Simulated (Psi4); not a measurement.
**Geometry relaxation of BNH$_{4}$ (part 4 of 4)**

The same run, continued: BNH$_{4}$, SMILES BN; TPSS/aug-cc-pVDZ, RKS (Psi4 1.11). The geometry comes from this level: PBE0-D4/def2-TZVP.

Geometry of the input (Å):
```
B  -0.1282  -0.6796  -0.0256
N  0.1461  0.6774  0.0108
H  0.2258  -1.3680  0.8875
H  -0.7120  -1.1287  -0.9692
H  -0.1216  1.3137  -0.7208
H  0.6320  1.1214  0.7713
```

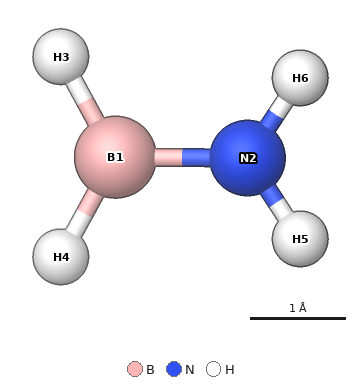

**Figure 1.** The geometry at step 2 of the log (ball-and-stick view, seen on its broad side; atoms are numbered from 1 in the order of the input).

### Output, continued
```
	        --- Internal Coordinate Step in ANG or DEG, aJ/ANG or AJ/DEG ---
	-------------------------------------------------------------------------------
	           Coordinate      Previous         Force          Change          New
	           ----------      --------        ------          ------        ------
	               R(1,2)       1.40010       -0.00022       -0.00002       1.40008
	               R(1,3)       1.20296        0.00010        0.00002       1.20298
	               R(1,4)       1.20296        0.00009        0.00002       1.20298
	               R(2,5)       1.01591        0.00010        0.00001       1.01592
	               R(2,6)       1.01591        0.00009        0.00001       1.01592
	             B(1,2,5)     123.35609       -0.00000       -0.00148     123.35461
	             B(1,2,6)     123.35604       -0.00000       -0.00144     123.35460
	             B(2,1,3)     118.63124       -0.00000       -0.00645     118.62479
	             B(2,1,4)     118.63093       -0.00000       -0.00623     118.62470
	             B(3,1,4)     122.73782        0.00000        0.01268     122.75050
	             B(5,2,6)     113.28787        0.00000        0.00292     113.29079
	           D(3,1,2,5)     180.01207       -0.00000       -0.02783     179.98423
	           D(3,1,2,6)       0.00962       -0.00000       -0.02214      -0.01252
	           D(4,1,2,5)      -0.00962        0.00000        0.02214       0.01252
	           D(4,1,2,6)     179.98794        0.00000        0.02783     180.01577
	-------------------------------------------------------------------------------

	                                 ==> Convergence Check <==

	Measures of convergence in internal coordinates in au.

	Criteria marked as inactive (o), active & met (*), and active & unmet ( ).

	----------------------------------------------------------------------------------------------
	   Step    Total Energy     Delta E     Max Force     RMS Force      Max Disp      RMS Disp
	----------------------------------------------------------------------------------------------
	  Convergence Criteria     1.00e-06 *    3.00e-04 *             o    1.20e-03 *             o
	----------------------------------------------------------------------------------------------
	     4     -82.06574640   -1.19e-06      2.61e-05 *    1.28e-05 o    4.86e-04 *    2.39e-04 o  ~
	----------------------------------------------------------------------------------------------

Next Geometry in Ang
	Fragment 1 (Ang)

	    B  -0.1528437435  -0.7554199697  -0.0201592607
	    N   0.1244879217   0.6164224525   0.0165669912
	    H   0.2061671734  -1.4408346739   0.9009758098
	    H  -0.7397173352  -1.1994770260  -0.9717712198
	    H  -0.1449126690   1.2607067813  -0.7212794959
	    H   0.6152184805   1.0667482172   0.7836959530

    Final optimized geometry and variables:
    Molecular point group: c1
    Full point group: C1

    Geometry (in Angstrom), charge = 0, multiplicity = 1:

    B           -0.152606437284    -0.755444363759    -0.020281254260
    N            0.124553768094     0.616452362889     0.016537387131
    H            0.206016732527    -1.440893700167     0.900952039572
    H           -0.739794145152    -1.199552613110    -0.971650059538
    H           -0.144939763539     1.260768121320    -0.721230704995
    H            0.615169673234     1.066815974267     0.783701369679

[set-up sections that repeat, and orbital energies of the middle runs, are left out above]
```

### Standard output
```
Some dependencies such as QCElemental have not yet finished migration to pydantic v2. If issues are encountered please downgrade pydantic or upgrade QCElemental as appropriate
	Previous geometry is closer to target in internal coordinates, so using that one.

	Best geometry has RMS(Delta(q)) = 4.42e-09

Optimizer: Optimization complete!
tpss/aug-cc-pVDZ energy: -82.0657464019 Eh
```

### Trajectory as extended XYZ (Å, eV, eV/Å), 4 frames, from step=0 to step=3
```
6
Properties=species:S:1:pos:R:3:forces:R:3 step=0 energy=-2233.11215
B    -0.1282   -0.6796   -0.0256   -0.1061  -0.5287  -0.0135
N     0.1461    0.6774    0.0108    0.0207   0.1127  -0.0004
H     0.2258   -1.3680    0.8875    0.0548  -0.0699   0.1288
H    -0.7120   -1.1287   -0.9692   -0.0768  -0.0364  -0.1320
H    -0.1216    1.3137   -0.7208   -0.1136   0.3034  -0.3224
H     0.6320    1.1214    0.7713    0.2212   0.2201   0.3396
6
Properties=species:S:1:pos:R:3:forces:R:3 step=1 energy=-2233.12255
B    -0.1297   -0.6875   -0.0258   -0.0187  -0.0915  -0.0020
N     0.1472    0.6831    0.0109    0.0065   0.0330   0.0006
H     0.2271   -1.3775    0.8934    0.0078   0.0246   0.0056
H    -0.7168   -1.1366   -0.9755    0.0026   0.0259  -0.0045
H    -0.1226    1.3269   -0.7272    0.0028   0.0041   0.0037
H     0.6379    1.1328    0.7784   -0.0008   0.0050  -0.0034
6
Properties=species:S:1:pos:R:3:forces:R:3 step=2 energy=-2233.12269
B    -0.1299   -0.6883   -0.0258   -0.0053  -0.0289  -0.0010
N     0.1473    0.6833    0.0109    0.0012   0.0068   0.0002
H     0.2280   -1.3758    0.8944    0.0036   0.0118   0.0030
H    -0.7169   -1.1346   -0.9765    0.0010   0.0125  -0.0021
H    -0.1223    1.3275   -0.7270    0.0014  -0.0010   0.0031
H     0.6380    1.1335    0.7782   -0.0017  -0.0002  -0.0031
6
Properties=species:S:1:pos:R:3:forces:R:3 step=3 energy=-2233.12272
B    -0.1299   -0.6886   -0.0259   -0.0011   0.0010   0.0007
N     0.1472    0.6833    0.0110    0.0000  -0.0012  -0.0001
H     0.2287   -1.3740    0.8954    0.0010   0.0003   0.0005
H    -0.7171   -1.1327   -0.9772    0.0002   0.0005  -0.0010
H    -0.1223    1.3276   -0.7268   -0.0002   0.0003  -0.0007
H     0.6379    1.1337    0.7781    0.0004   0.0001   0.0006
```

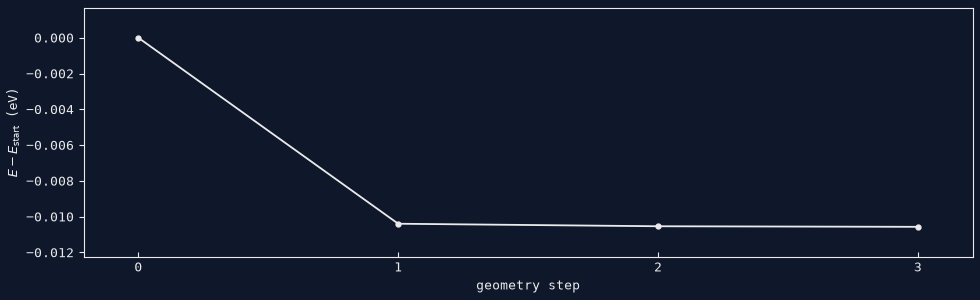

**Figure 2.** Progress of the relaxation, step by step (steps are counted from 0). The energy falls by 0.011 eV in 3 geometry steps. The largest force component goes from 0.53 to 0.0012 eV/Å. The largest moves after the best rigid fit, 0.013 Å, are those of H5 and H6. By element the largest moves are H 0.013 Å, B 0.011 Å, N 0.004 Å. Among the contacts that change: B1–N2 1.385 → 1.400 Å, N2–H5 1.006 → 1.016 Å, B1–H3 1.197 → 1.203 Å. (Atoms are counted from 1 in the order of the input.)

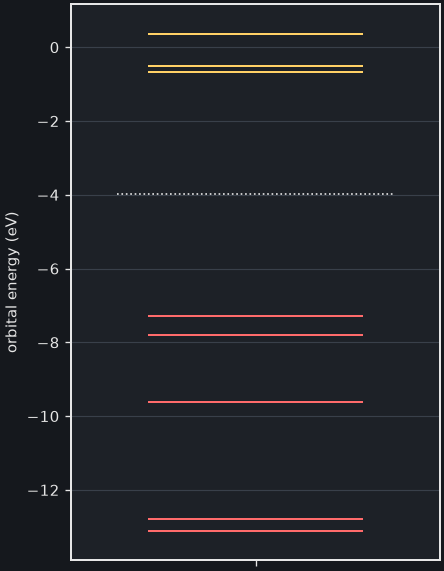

**Figure 3.** Orbital energies near the frontier; the dotted line parts filled from empty levels, and levels within 0.02 eV of each other stand side by side. Highest filled −7.29 eV, lowest empty −0.66 eV, 6.63 eV apart.

### Key numbers

```json
{"quantity": "outcome", "value": "converged"}
{"quantity": "total energy", "value": "−82.065746 hartree"}
{"quantity": "basis functions", "value": "82"}
{"quantity": "HOMO", "value": "−7.29 eV"}
{"quantity": "LUMO", "value": "−0.66 eV"}
{"quantity": "dipole moment", "value": "1.93 D"}
{"quantity": "hardware", "value": "1 thread of AMD EPYC (Zen 3), 192 GiB of memory available, shared host"}
{"quantity": "wall time", "value": "60 s"}
{"quantity": "peak memory", "value": "1 GiB"}
```
